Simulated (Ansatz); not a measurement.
**Geometry relaxation of C2H7BOSi (part 2 of 2)**

C2H7BOSi; RKS PBE0-D4/def2-SVP (Ansatz 0.2.0). It belongs to a series of runs on one base structure; here: end point B relaxed.

Geometry of the input (Å):
```
C  -1.2223  0.0995  1.2942
B  0.0058  0.2397  0.3535
C  1.1739  -0.7816  -0.0147
O  1.5078  -0.5413  -1.3725
Si 0.2533  0.6538  -1.5134
H  -0.9574  -0.0739  2.3190
H  -1.9114  -0.6562  0.9112
H  -1.7737  1.1296  1.2619
H  0.8975  -1.8188  0.2110
H  2.4001  -0.9391  -1.5326
H  0.8404  1.9846  -1.7026
H  -0.8584  0.2524  -2.3239
```

Trajectory as extended XYZ, continued
```
12
Properties=species:S:1:pos:R:3:forces:R:3 step=6 energy=-12772.25591
C    -1.2818    0.1288    1.4062   -0.0799  -0.0091   0.0903
B    -0.2352    0.0022    0.2295    0.0170  -0.1315  -0.0168
C     0.8197   -0.9594   -0.0613    0.2033  -0.1791   0.1149
O     1.4111   -0.6734   -1.4336    0.3938  -0.1336   0.0704
Si    0.1772    0.7071   -1.5651    0.0286   0.1141  -0.0729
H    -0.8367   -0.1732    2.3736   -0.0813   0.0310  -0.1396
H    -2.1446   -0.5451    1.2261    0.1393   0.1496   0.0300
H    -1.6917    1.1489    1.5335    0.1040  -0.1754  -0.0418
H     1.2780   -1.8835    0.3368   -0.1983   0.3416  -0.1132
H     2.3646   -0.4550   -1.3829   -0.5217   0.0178  -0.0241
H     1.0757    1.8573   -1.9478   -0.0645  -0.0295   0.0534
H    -0.5808    0.3941   -2.8239    0.0596   0.0042   0.0493
12
Properties=species:S:1:pos:R:3:forces:R:3 step=7 energy=-12772.28258
C    -1.2853    0.1259    1.3952    0.1090  -0.0593  -0.0308
B    -0.2495   -0.0325    0.2151   -0.0565   0.0550   0.1170
C     0.8565   -0.9394   -0.0374    0.0262  -0.0587  -0.0363
O     1.4111   -0.7026   -1.4315   -0.1348   0.1092  -0.0317
Si    0.1532    0.6730   -1.5722   -0.0376  -0.0899  -0.0491
H    -0.8931   -0.3214    2.3218   -0.0415  -0.0014   0.0445
H    -2.2283   -0.3952    1.1581   -0.0103   0.0262  -0.0119
H    -1.5445    1.1750    1.6101    0.0326  -0.0234  -0.0148
H     1.3503   -1.8177    0.3877   -0.0181   0.0075   0.0603
H     2.3322   -0.4066   -1.4031    0.1013   0.0092   0.0317
H     1.0250    1.8489   -1.9145    0.0164  -0.0037  -0.0128
H    -0.5721    0.3411   -2.8380    0.0134   0.0292  -0.0661
12
Properties=species:S:1:pos:R:3:forces:R:3 step=8 energy=-12772.28965
C    -1.2802    0.1136    1.3962   -0.0212  -0.0360   0.0171
B    -0.2719   -0.0608    0.2008    0.0049   0.0429   0.0374
C     0.8650   -0.9330   -0.0365   -0.1422   0.0985   0.0236
O     1.4097   -0.6865   -1.4339    0.1780  -0.1930   0.1841
Si    0.1216    0.6419   -1.5960   -0.0597   0.0612  -0.0563
H    -0.9500   -0.4356    2.2915    0.0099  -0.0172   0.0160
H    -2.2826   -0.2671    1.1363    0.0016   0.0300  -0.0228
H    -1.4080    1.1698    1.6846    0.0046  -0.0100  -0.0144
H     1.3902   -1.7629    0.4459    0.0646  -0.0081  -0.1289
H     2.3295   -0.3819   -1.3901   -0.0235   0.0280  -0.0660
H     0.9720    1.8427   -1.9091    0.0052  -0.0008   0.0033
H    -0.5396    0.3084   -2.8988   -0.0222   0.0044   0.0070
12
Properties=species:S:1:pos:R:3:forces:R:3 step=9 energy=-12772.29400
C    -1.2808    0.1117    1.3995   -0.1241  -0.0100   0.0732
B    -0.2678   -0.0525    0.2071    0.0216  -0.0282   0.0020
C     0.8687   -0.9251   -0.0297   -0.0008   0.0044   0.0116
O     1.4201   -0.6895   -1.4246    0.0224  -0.0237   0.0451
Si    0.1169    0.6332   -1.5994    0.0031   0.0299  -0.0100
H    -0.9732   -0.4702    2.2884   -0.0496   0.0765  -0.1289
H    -2.2943   -0.2319    1.1120    0.1476   0.0607   0.0526
H    -1.3831    1.1685    1.7083    0.0071  -0.1187  -0.0120
H     1.4008   -1.7588    0.4391    0.0027   0.0195  -0.0340
H     2.3336   -0.3640   -1.3898   -0.0276  -0.0036  -0.0108
H     0.9678    1.8303   -1.9226    0.0065   0.0112  -0.0075
H    -0.5531    0.2971   -2.8974   -0.0089  -0.0180   0.0188
12
Properties=species:S:1:pos:R:3:forces:R:3 step=10 energy=-12772.29669
C    -1.2832    0.1105    1.3959   -0.0138   0.0205   0.0350
B    -0.2616   -0.0494    0.2128    0.0550  -0.0203  -0.0353
C     0.8798   -0.9169   -0.0251   -0.0634   0.0041   0.0847
O     1.4238   -0.6853   -1.4157    0.0592   0.0203  -0.0731
Si    0.1147    0.6320   -1.5979   -0.0143   0.0062  -0.0010
H    -1.0090   -0.5109    2.2629   -0.0084  -0.0099   0.0002
H    -2.3012   -0.1803    1.0881   -0.0100  -0.0057  -0.0023
H    -1.3497    1.1546    1.7436    0.0075  -0.0022   0.0023
H     1.4146   -1.7496    0.4406   -0.0051  -0.0035   0.0034
H     2.3350   -0.3535   -1.3874   -0.0043  -0.0071  -0.0077
H     0.9619    1.8261   -1.9454   -0.0066   0.0003  -0.0042
H    -0.5695    0.2715   -2.8813    0.0041  -0.0027  -0.0020
12
Properties=species:S:1:pos:R:3:forces:R:3 step=11 energy=-12772.29756
C    -1.2822    0.1121    1.3972   -0.0110  -0.0230  -0.0202
B    -0.2605   -0.0495    0.2118    0.0034   0.0219   0.0121
C     0.8800   -0.9168   -0.0223    0.0039  -0.0085  -0.0115
O     1.4380   -0.6731   -1.4118   -0.0104  -0.0117  -0.0102
Si    0.1128    0.6269   -1.6013    0.0214   0.0129   0.0075
H    -1.0296   -0.5380    2.2495    0.0016  -0.0014   0.0045
H    -2.3075   -0.1428    1.0806   -0.0027   0.0091   0.0022
H    -1.3175    1.1495    1.7679    0.0024   0.0017   0.0036
H     1.4052   -1.7600    0.4347    0.0118   0.0033   0.0120
H     2.3461   -0.3344   -1.3734   -0.0130   0.0023   0.0039
H     0.9408    1.8305   -1.9630   -0.0062  -0.0020  -0.0022
H    -0.5699    0.2443   -2.8787   -0.0012  -0.0046  -0.0016
12
Properties=species:S:1:pos:R:3:forces:R:3 step=12 energy=-12772.29774
C    -1.2838    0.1100    1.3964   -0.0427   0.0002   0.0300
B    -0.2581   -0.0471    0.2138   -0.0098   0.0012  -0.0071
C     0.8840   -0.9126   -0.0191    0.0196  -0.0051  -0.0034
O     1.4381   -0.6739   -1.4121   -0.0026   0.0012   0.0220
Si    0.1119    0.6250   -1.6022   -0.0035  -0.0043  -0.0025
H    -1.0505   -0.5653    2.2372   -0.0151   0.0415  -0.0458
H    -2.3154   -0.1122    1.0685    0.0691   0.0189   0.0247
H    -1.2949    1.1416    1.7898   -0.0054  -0.0551  -0.0116
H     1.4175   -1.7473    0.4452   -0.0050   0.0069  -0.0132
H     2.3456   -0.3338   -1.3770   -0.0033   0.0015   0.0006
H     0.9327    1.8307   -1.9728    0.0025  -0.0078   0.0061
H    -0.5716    0.2335   -2.8766   -0.0038   0.0008   0.0002
12
Properties=species:S:1:pos:R:3:forces:R:3 step=13 energy=-12772.29798
C    -1.2835    0.1105    1.3962   -0.0098  -0.0012   0.0094
B    -0.2577   -0.0470    0.2140   -0.0046  -0.0002  -0.0071
C     0.8843   -0.9127   -0.0195    0.0037   0.0040   0.0048
O     1.4390   -0.6724   -1.4106   -0.0034  -0.0064  -0.0024
Si    0.1107    0.6240   -1.6025    0.0076   0.0024   0.0020
H    -1.0516   -0.5648    2.2355   -0.0039   0.0095  -0.0108
H    -2.3136   -0.1100    1.0683    0.0142   0.0053   0.0058
H    -1.2947    1.1401    1.7913    0.0001  -0.0145  -0.0037
H     1.4165   -1.7488    0.4431    0.0008   0.0005  -0.0015
H     2.3459   -0.3306   -1.3748   -0.0018   0.0028   0.0011
H     0.9338    1.8281   -1.9730   -0.0022  -0.0017   0.0009
H    -0.5735    0.2323   -2.8766   -0.0007  -0.0004   0.0016
```

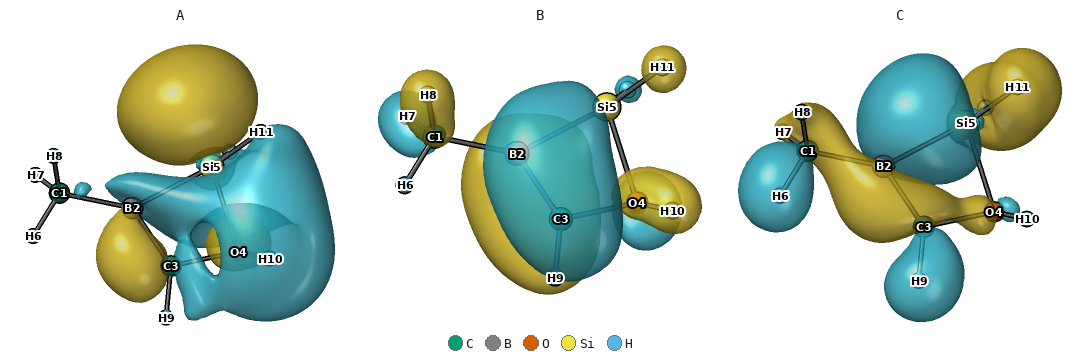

Figure 1. Three frontier orbitals at ±0.08 Å⁻³ᐟ² (yellow and cyan are the two phases). C is the HOMO−1 (−7.30 eV). Its weight (Hirshfeld) is mainly on Si5 (35 %), B2 (25 %) and C3 (10 %). B is the HOMO (−5.89 eV). A is the LUMO (−0.69 eV). Its weight (Hirshfeld) is mainly on Si5 (50 %), O4 (10 %) and H10 (10 %). The HOMO–LUMO gap is 5.20 eV between the orbital energies.

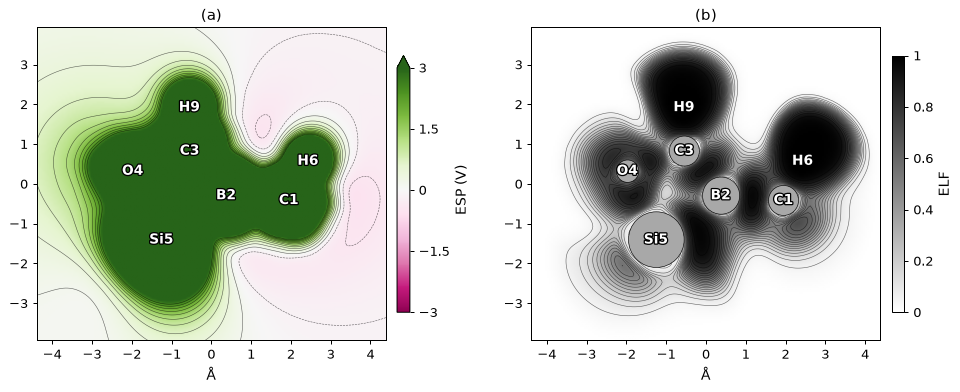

Figure 2. (a) molecular electrostatic potential; (b) electron localisation function on the plane of atoms C1, B2 and C3. Grey discs, where drawn, cover atomic cores. Si–B (1.97 Å): the ELF peaks at about 0.95 between the atoms, which marks a shared electron pair. C–B (1.57 Å): the ELF peaks at about 0.95 between the atoms, which marks a covalent bond.

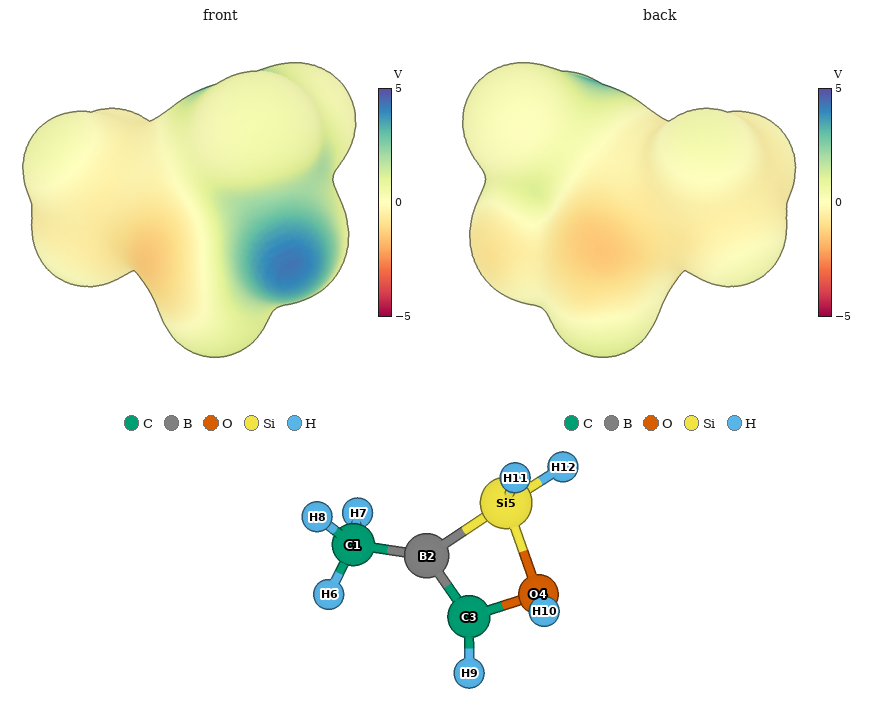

Figure 3. The molecular electrostatic potential painted on the density surface at 0.004 e/bohr³, seen at a tilt and from behind; the colour scale runs from red (negative) to blue (positive). The bare structure is drawn below in the same view. A positive charge is drawn to the negative regions and a negative charge to the positive ones.

Results in brief

- outcome: converged
- total energy: −12772.2980 eV
- mean-field energy: −12772.0931 eV
- largest force (length of the vector) at the end: 0.016 eV/Å
- hardware: 2 threads of AMD EPYC (Zen 5), 16 GiB of memory available, shared host
- wall time: 15 s (CPU time 29 s)
- peak memory: 0.26 GiB
